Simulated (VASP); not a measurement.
Band structure of RuS (relaxed from the NiAs type structure, space group P6_3/mmc). Level of theory: PBEsol GGA, VASP's PBE PAW potentials (set 64) (plane waves; VASP 6.6.1).

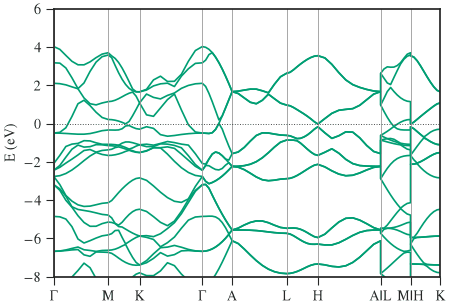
Figure: Bands along high-symmetry lines, zero at the valence-band maximum or, without a gap, the Fermi level

Q: Read the plot: is there a gap, and where are the band edges?

A: It has no gap at this level: it comes out as a metal or semimetal. (Edges off the drawn lines would not show.)

The structure was generated: RuS was put into the NiAs type type (P6_3/mmc), which need not be its known phase. It was relaxed first, which changed the volume by -28 %.
